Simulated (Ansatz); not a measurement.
# NbSi2: valence-band photoemission, part 3 of 3

Aim: the valence spectrum of NbSi2 from He I to hard X-rays, and which orbitals make each feature.

Ansatz 0.2.0; DFT, PBE, plane-wave PAW, default files, scalar-relativistic (the session's first sound run).

So far, pressure (GPa): step 2 (the base run, PBE) 0.224; step 4 (with r²SCAN, r2SCAN) -2.03; step 5 (with RPBE) 2.56.

## Step 6: Other settings

This step: DFT, PBE, plane-wave PAW, default files, scalar-relativistic; changed: scf.convergence.dr2_threshold = 1e-05, scf.occupations.method = "tetrahedron" (Ansatz 0.2.0).

Other settings are tried.

The input, input.yaml:

```yaml
crystal:
  lattice:
    - [4.819, 0.0, 0.0]
    - [-2.4095, 4.1733764208, 0.0]
    - [0.0, 0.0, 6.592]
  atoms:
    - { symbol: Nb, position: [0.0, 0.5, 0.1666666667] }
    - { symbol: Nb, position: [0.5, 0.5, 0.8333333333] }
    - { symbol: Nb, position: [0.5, 0.0, 0.5] }
    - { symbol: Si, position: [0.3198, 0.1599, 0.1666666667] }
    - { symbol: Si, position: [0.1599, 0.8401, 0.8333333333] }
    - { symbol: Si, position: [0.8401, 0.6802, 0.5] }
    - { symbol: Si, position: [0.6802, 0.8401, 0.1666666667] }
    - { symbol: Si, position: [0.8401, 0.1599, 0.8333333333] }
    - { symbol: Si, position: [0.1599, 0.3198, 0.5] }
kpoints:
  mp_grid: { grid: [12, 12, 6] }
scf:
  occupations: { method: tetrahedron }
  n_extra_bands: 22
  convergence: { dr2_threshold: 1.0e-05 }
hamiltonian:
  xc: pbe
  pseudopotentials: { kind: paw }
output:
  forces: true
  stress: true
  dos:
    projected: true
    de: 0.05
    e_range: [-30, 12]
    nscf_kmesh: { grid: [12, 12, 8] }
```

The run is started by

```sh
$ ansatz run input.yaml --threads 2 --pin off --max-ram 4096MiB --backend cpu --events-out ev --progress --plain --runs-dir out
```

Numbers of over 12 decimals in the logs are rounded to 6 here.

Output:

```text
Warning: output.forces, output.stress, relax.cell or npt_langevin: where a Kohn–Sham band that disperses or a degenerate level is filled in part under the method tetrahedron, the forces or the stress that this run publishes need not agree with its energy (scf.occupations.method in the input reference, under Limitations); prefer a smearing scheme for the forces or the stress
Warning: scf.convergence.dr2_threshold = 1e-5 eV is looser than this run's default, which is 1e-7 eV or tighter. The error in the forces grows as the threshold's square root, so leave the key out unless less accurate forces are enough
Warning: output.stress: scf.convergence.dr2_threshold = 1e-5 eV is looser than the 9e-10 eV advised for a printed stress (1e-10 eV for each atom of the cell: 9). What an SCF threshold leaves in a stress goes as its square root, and in the free energy as the threshold itself, and one threshold admits the most on a small cell: [figures from the program's tests cut] Set scf.convergence.dr2_threshold to 9e-10 eV or tighter. The threshold is an SCF's pass mark: one that does not reach it within its budget of iterations ends unconverged, or closes short of it on a stop that the run arms, and scf.convergence.dr2_threshold's page says what that costs each kind of run
[...]
Crystal: 9 atoms, lattice volume = 132.575 Å³
Basis set: ecut = 420 eV, 2555 PW (Γ), exchange–correlation on 72×72×90 points (8 copies of the dense FFT grid, shifted against one another)
Bands: 54, of which v1, the nominal top of the filled ones, is band 32 counted from 1 (31 counted from 0)
Symmetry: 12 space group operations
[...]
k-points: 76 of 864 (time reversal used)
[...]
SCF iter   1: F=—  HF=-17476.730368 eV  |F-HF|=—  |Δ(HF+E_count)|=         —  Δρ=4.19e-3  dr2=1.24e-2  ethr=1.77e-3  ⟨swp⟩=5.9  Hψ=19067  notcnv=0  defer=190
[...]
SCF iter   5: F=-17476.732282 eV  HF=-17476.732282 eV  |F-HF|=3.79e-8  |Δ(HF+E_count)|=   4.65e-7  Δρ=1.51e-5  dr2=2.60e-7  ethr=1.59e-8  ⟨swp⟩=7.0  Hψ=15519  notcnv=0
SCF 1 converged in 5 iterations: F = -17476.732282 eV  dr2 = 2.60e-7
[...]
SCF converged after 5 iterations
Stability not checked: this state was not tested for a lower state beside it, because cold or Methfessel-Paxton smearing, or corrected tetrahedra, fill the levels in a way that the test cannot read (fill_not_monotonic; see scf.lower_state_search)
Free energy (F): -17476.732282 eV
[...]
Internal energy: -17476.732288 eV  (E = F + TS)
E sigma→0 (E₀):  -17476.732282 eV
Entropy (-TS):   0.000006 eV (0.001 meV/atom)
Fermi energy:    14.330305 eV
[...]
--- Forces (eV/Å), atoms counted from 1 ---
  atom   1  Nb     0.00000000     0.00000000     0.00000000
  atom   2  Nb    -0.00000000    -0.00000000     0.00000000
  atom   3  Nb     0.00000000     0.00000000     0.00000000
  atom   4  Si    -0.07411503    -0.04279033     0.00000000
  atom   5  Si    -0.07411503     0.04279033     0.00000000
  atom   6  Si     0.00000000     0.08558067     0.00000000
  atom   7  Si     0.07411503     0.04279033     0.00000000
  atom   8  Si     0.07411503    -0.04279033     0.00000000
  atom   9  Si     0.00000000    -0.08558067     0.00000000
  max |Σ_I F_I| component: 2.31e-18 eV/Å
--- Stress (GPa, compression-positive) ---
       -0.372828      -0.000000       0.000000
        0.000000      -0.372828       0.000000
        0.000000      -0.000000       1.327241
  P = ⅓ Tr σ = 0.1939 GPa (1.939 kbar)
--- Band table (eV; the first three rows and the last of 76) ---
  k-point 0: bands = [... 28 lower, 12.2020, 12.3966, 12.3966, 13.2710, 15.1196, 17.4871, 17.5599, 17.6080, ... 18 higher]
  k-point 1: bands = [... 28 lower, 12.4753, 12.5215, 12.8823, 13.2208, 15.3709, 17.2858, 17.5731, 17.6065, ... 18 higher]
  k-point 2: bands = [... 28 lower, 12.7150, 12.7153, 13.1019, 14.1781, 15.6946, 17.0171, 17.4631, 17.6196, ... 18 higher]
  k-point 75: bands = [... 28 lower, 13.6039, 13.6039, 14.1917, 14.1917, 15.1556, 16.3170, 16.4814, 16.4814, ... 18 higher]
```

The job ended after 50 s (2 threads of Arm Neoverse V2, shared host; peak memory 0.64 GiB).

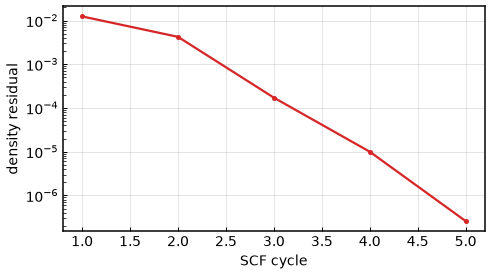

Residual by cycle in this run.

The setting was moved on purpose (scf.convergence.dr2_threshold = 1e-05, scf.occupations.width = null and scf.occupations.method = "tetrahedron"), yet the run converged, and its energy lies within 1 meV an atom of the base run's, at the same geometry.

Side by side:

```tsv
quantity	this run	sound run	difference
free energy (eV)	-17476.73	-17476.74	0.00758
energy at zero smearing (eV)	-17476.73	-17476.72	-0.00802
smearing term TS (eV)	-6.202e-6	0.031214	-0.0312
Fermi energy (eV)	14.330	14.348	-0.0174
gap by band count (eV)	-2.2389	-2.2389	1.5e-5
pressure (GPa)	0.19386	0.22372	-0.0299
DOS at the Fermi level (states/eV/cell)	3.7842	3.7698	0.0144
```

One result that differs is the pressure, 0.194 GPa against 0.224 GPa.

## Step 7: Results

| Quantity | Value |
| --- | --- |
| least gap on the mesh and the path | under 0.05 eV or none |
| strongest listed peak within 13 eV of the zero, at 1486.7 eV | 1.9 eV binding, mostly Nb 4d |
| strongest listed peak within 13 eV of the zero, at 21.2 eV | 1.9 eV binding, mostly Nb 4d |
| Nb 4d centre of the filled part | -3.03 eV (4.6 states an atom) |
| PBE (95 s on 2 threads) | no clear gap, highest Al Kα peak within 13 eV at 1.9 eV (Nb 4d) |
| r²SCAN (2.6 min on 2 threads) | no clear gap, highest Al Kα peak within 13 eV at 2.1 eV (Nb 4d) |
| RPBE (88 s on 2 threads) | no clear gap, highest Al Kα peak within 13 eV at 1.9 eV (Nb 4d) |

In words: NbSi2 is without a gap at the base level, and its valence spectrum changes with photon energy as the shells' cross sections do. At 21.2 eV the valence spectrum has its highest listed peaks within 10.8 eV at 0.1 eV (Nb 4d) and 1.9 eV (Nb 4d). At 1486.7 eV the valence spectrum has its highest listed peaks within 13 eV at 0.1 eV (Nb 4d), 1.9 eV (Nb 4d), 6.6 eV (Si 3s), 7.3 eV (Si 3s) and 8.4 eV (Si 3s). The shell named is the one with most of the intensity, cross sections included, not always the one with most states there. In the main run, from 1486.7 eV towards hard X-rays the Si 3s share grows by 28 points, as its cross section falls more slowly with photon energy than those of the shells it gains on. At 21.2 eV the area is led by Nb 4d (94 %), at 5950 eV by Si 3s (61 %), since cross sections fall faster with photon energy for shells of higher angular momentum. Kohn–Sham levels aren't quasiparticle energies, so peak positions are approximate. Each run has its own recipe for the spectra (widths, photon energies, in some runs the light), so peak heights and places can differ between runs for that reason too.

[Logs are printed without paths, hosts, clocks, repeated set-up lines and the standing remarks that a program may print on its own settings, such as how far it seeks lower states.]

[Hosts, paths, dates, database ids (printed as entryN), source tags and the programs' standing remarks are cut or masked in the printed files.]

[Maps of the electrostatic potential energy from Ansatz leave out the sawtooth potential of an applied field or a dipole correction, so their vacuum need not be flat; work functions include it.]

[Peak lists hold at most the 14 tallest peaks of each spectrum; further lines can be left out.]
